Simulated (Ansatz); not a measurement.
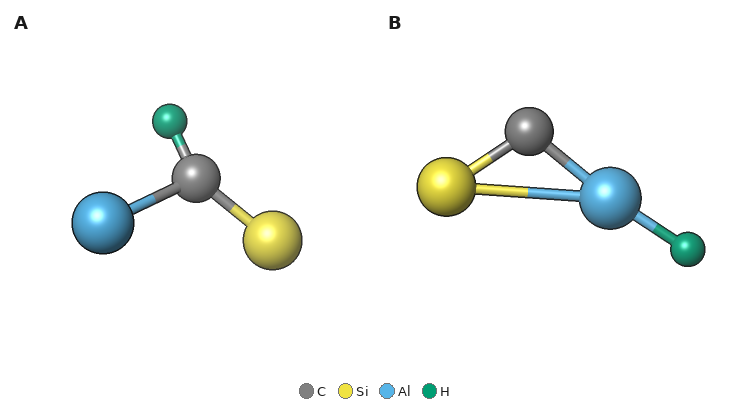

2 stationary structures of one formula. Geometries: PBE0-D4/def2-TZVP. Electronic energies: ωB97M-V/def2-TZVPP (Ansatz 0.2.0), without zero-point energy. No frequency run is at hand to confirm each as a minimum.

### Rank them by energy, lowest first.

A is lowest (Cs); B lies 84.0 kJ/mol above it (Cs).
